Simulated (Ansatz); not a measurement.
# FGeH$_{6}$NSi$_{2}$: what the fields show

| atom | x (Å) | y (Å) | z (Å) |
| --- | --- | --- | --- |
| F | -2.4816 | 1.4157 | 0.4980 |
| Ge | -0.9102 | 2.0836 | 0.0225 |
| N | -0.0691 | 0.4456 | -0.0259 |
| Si | 1.6159 | 0.3619 | -0.4508 |
| Si | -0.9437 | -1.0282 | 0.3516 |
| H | 2.0705 | 1.7564 | -0.7108 |
| H | 2.4243 | -0.2177 | 0.6527 |
| H | 1.8264 | -0.4565 | -1.6727 |
| H | -1.4482 | -1.0209 | 1.7450 |
| H | 0.0398 | -2.1386 | 0.2079 |
| H | -2.0588 | -1.2586 | -0.5967 |

Geometry: PBE0-D4/def2-TZVP.

Level of theory: Ansatz, RKS PBE0-D4/def2-TZVPP.

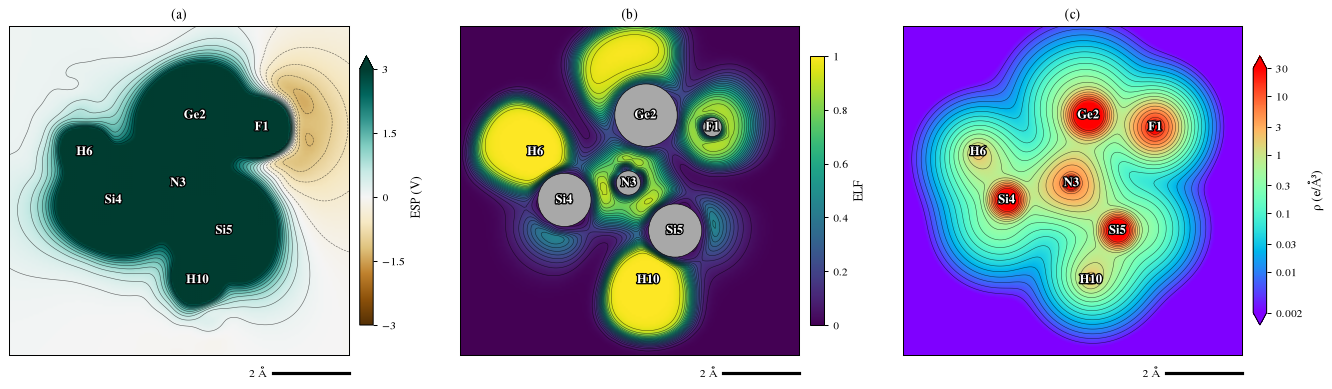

Figure 1. (a) electrostatic potential; (b) electron localisation function; (c) electron density on the plane of atoms Ge2, N3 and Si4. Grey discs cover the atomic cores in the ELF map.

> What does the map show?

- Atoms in the plane: F, Ge, N, Si and H.
- Si–N (1.74 Å): ρ at the midpoint is about 1.1 e/Å³; the ELF peaks at about 0.90 between the atoms: a polar covalent bond.
- Ge–F (1.77 Å): ρ at the midpoint is about 0.89 e/Å³; the ELF peaks at about 0.85 in the valence shell of F, 0.5 Å from its nucleus, and is about 0.20 at the midpoint.
- Ge–N (1.84 Å): ρ at the midpoint is about 0.93 e/Å³; the ELF peaks at about 0.85 in the valence shell of N, 0.6 Å from its nucleus, and is about 0.45 at the midpoint.
- Si–H (1.49 Å): the density is about 0.81 e/Å³ at the midpoint; the ELF climbs to about 1 towards the hydrogen, as it does in any bond to H.
- The ELF also peaks beside F1, away from the bonds: lone-pair regions.
- Outside the dense part of the molecule the potential is most negative (−1.4 V) near F1.

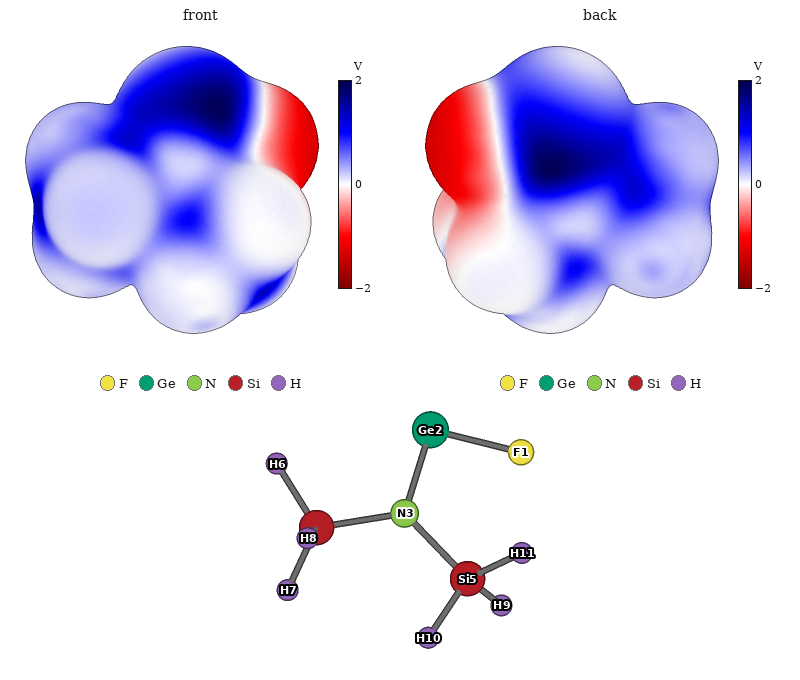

Figure 2. The electrostatic potential painted on the density surface at 0.002 e/bohr³, seen from the front and from behind; red is negative and blue positive. The bare structure is drawn below in the same view.

> Which sites attract a positive test charge, and which a negative one?

A positive charge is drawn to the negative regions and a negative charge to the positive ones. The most negative region (about −1.2 V) lies over F1, the most positive (about +1.9 V) over Ge2.

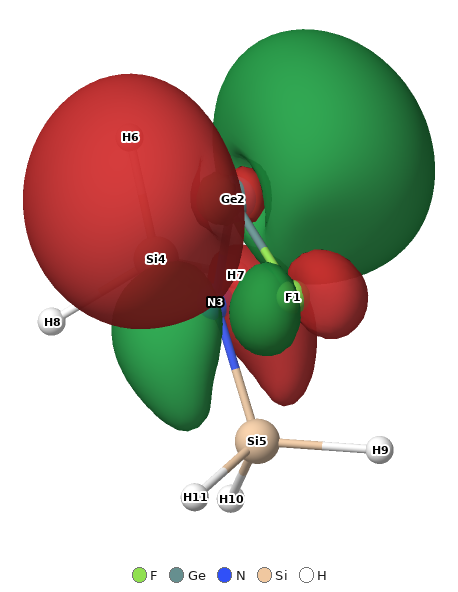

Figure 3. The LUMO at ±0.08 Å⁻³ᐟ² (green and red are the two phases), seen at an oblique angle.

> What is the character of this orbital?

By Hirshfeld shares it lies mainly on Ge2 (about 80 %) and N3 (about 10 %). Its energy is −2.14 eV.
